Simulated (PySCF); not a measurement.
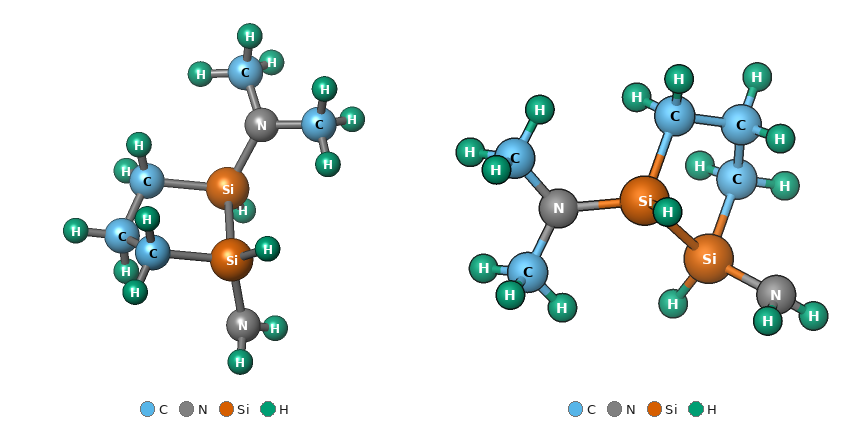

Two views of one molecule.

The geometry was computed by an optimisation with PBE0-D3(BJ)/def2-SVP. No frequency run is at hand to confirm it as a minimum.

> What is the molecular formula?

C₅H₁₆N₂Si₂, 25 atoms: 5 carbon, 16 hydrogen, 2 nitrogen and 2 silicon.

> Give a SMILES string for it.

CN(C)[Si@@H]1CCC[Si@H]1N

> Count the bonded pairs by element.

12 C–H, 2 C–N, 2 N–Si, 2 C–Si, 2 C–C, 2 Si–H, 2 N–H, 1 Si–Si.

> Name functional groups in it.

Among them: Si–H bond, Si–N bond.

> Which point group does it belong to?

C1.

The parts below concern this one geometry. Atoms keep their numbers from picture to picture.

**Geometry**

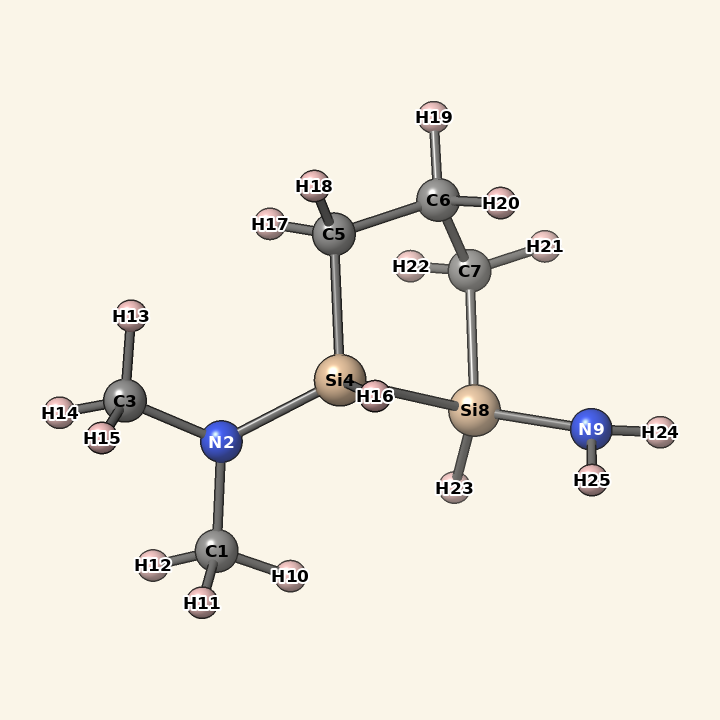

Depth is shown by fading: the farther an atom, the more it takes the colour of the background. No frequency run is at hand to confirm it as a minimum.

> Which atoms or bonds are stereogenic?

Centres: Si4, Si8.

> Assign CIP descriptors.

Si4: S (priorities Si8 > N2 > C5 > H16); Si8: S (priorities Si4 > N9 > C7 > H23).

**Charges**

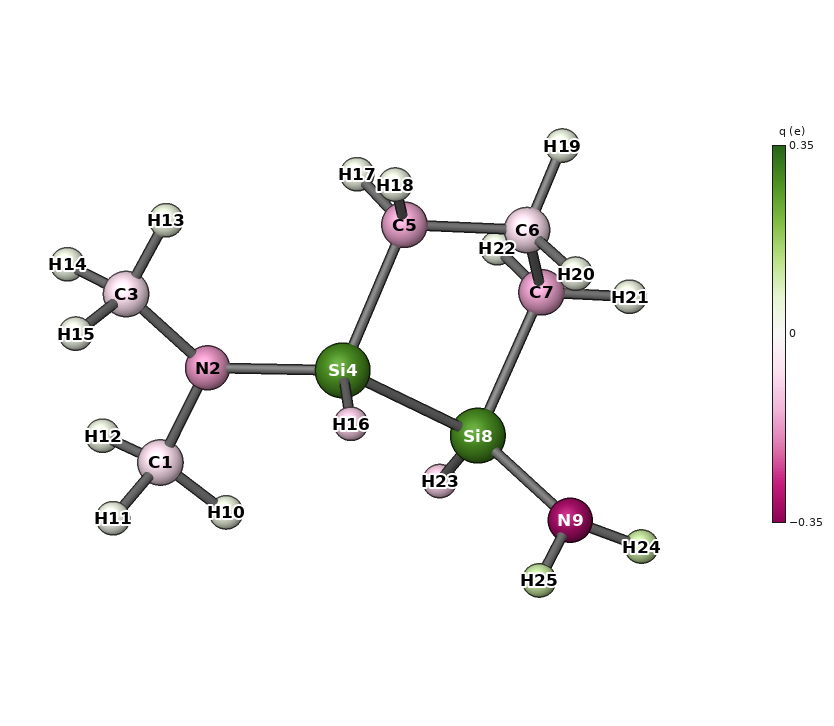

Atoms are coloured by their Hirshfeld charges. No frequency run is at hand to confirm it as a minimum. Method: PBE0/pcSseg-1, gas phase (PySCF 2.14.0).

Give the Hirshfeld charges atom by atom.

| atom | value (e) |
| --- | --- |
| C1 | −0.07 |
| N2 | −0.18 |
| C3 | −0.07 |
| Si4 | 0.29 |
| C5 | −0.16 |
| C6 | −0.07 |
| C7 | −0.16 |
| Si8 | 0.29 |
| N9 | −0.32 |
| H10 | 0.04 |
| H11 | 0.03 |
| H12 | 0.04 |
| H13 | 0.04 |
| H14 | 0.04 |
| H15 | 0.03 |
| H16 | −0.10 |
| H17 | 0.03 |
| H18 | 0.04 |
| H19 | 0.03 |
| H20 | 0.03 |
| H21 | 0.04 |
| H22 | 0.03 |
| H23 | −0.10 |
| H24 | 0.11 |
| H25 | 0.11 |

**Dipole moment**

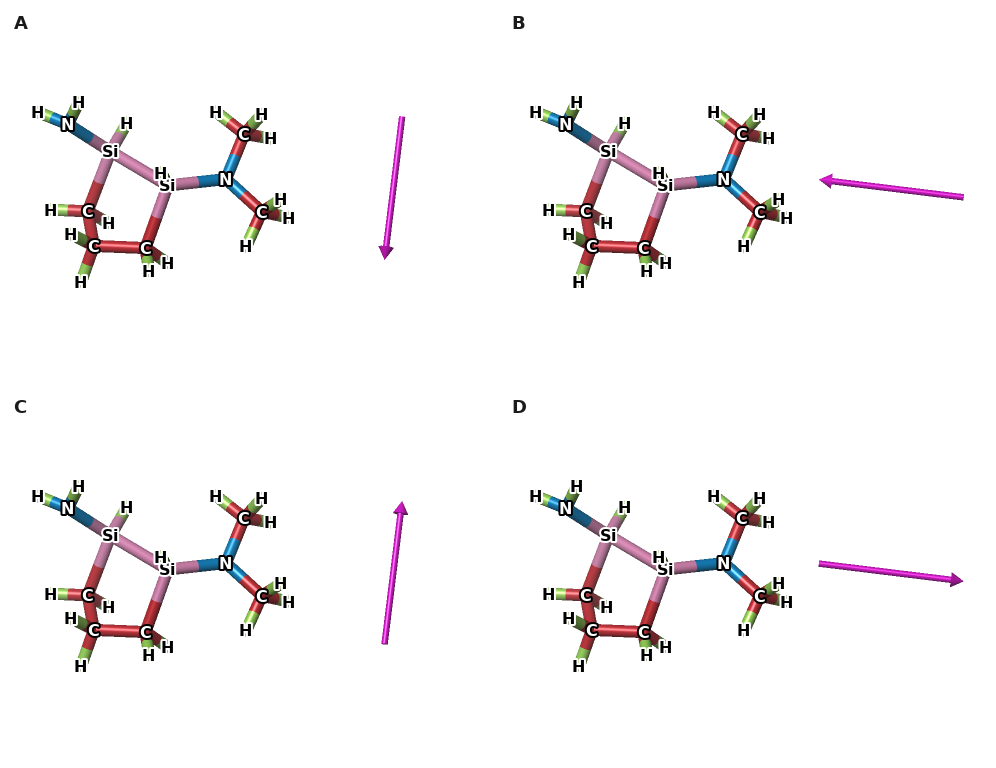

The same molecule four times, each with an arrow. No frequency run is at hand to confirm it as a minimum. Level of theory: PBE0/pcSseg-1 in dichloromethane (IEF-PCM) (PySCF 2.14.0).

> Which arrow points along the dipole moment, from the negative to the positive end?

C. The dipole moment is 0.83 D.

**Ring current**

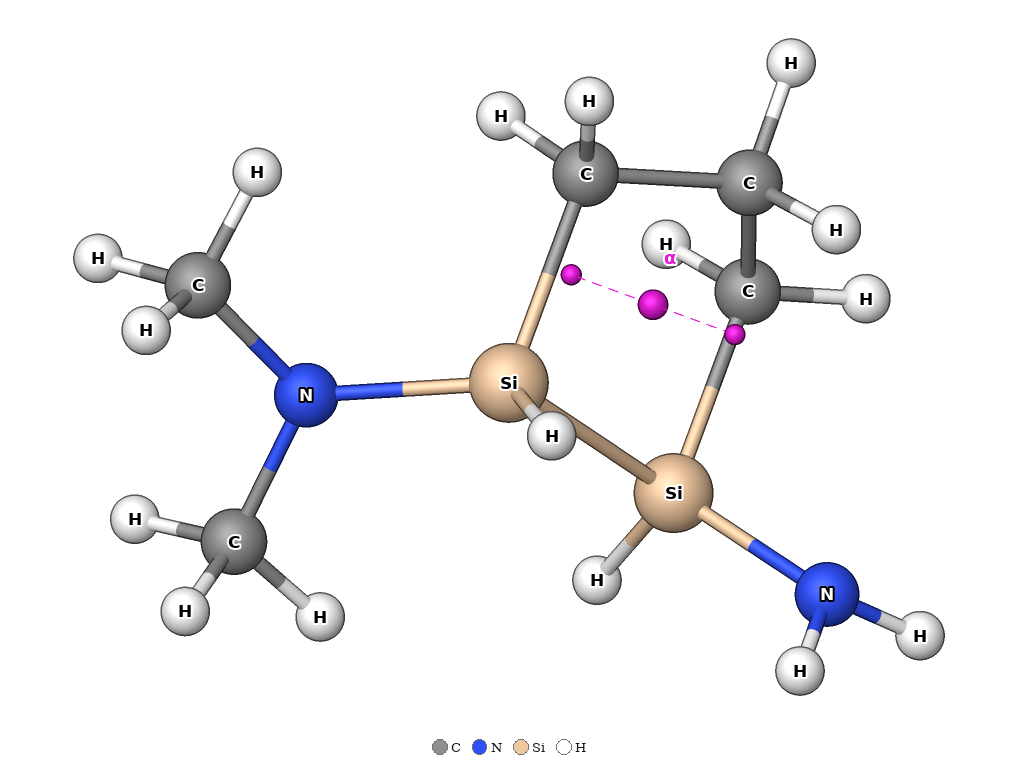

The small points mark where nucleus-independent chemical shifts (NICS) were computed: at the centre of each lettered ring and 1 Å above and below it. No frequency run is at hand to confirm it as a minimum. Properties computed with GIAO PBE0/pcSseg-1 NMR shielding, non-relativistic, IEF-PCM dichloromethane (PySCF 2.14.0).

Give NICS(0), NICS(1) and the out-of-plane component NICS(1)zz for each ring (means of the two sides).

```csv
ring,members,NICS(0),NICS(1),NICS(1)zz
α,C3Si2,−3.2,−3.3,−0.3
```

Values in ppm.

> What do the values say about the ring currents?

Ring α: weak, as in a non-aromatic ring. NICS is one index among several.
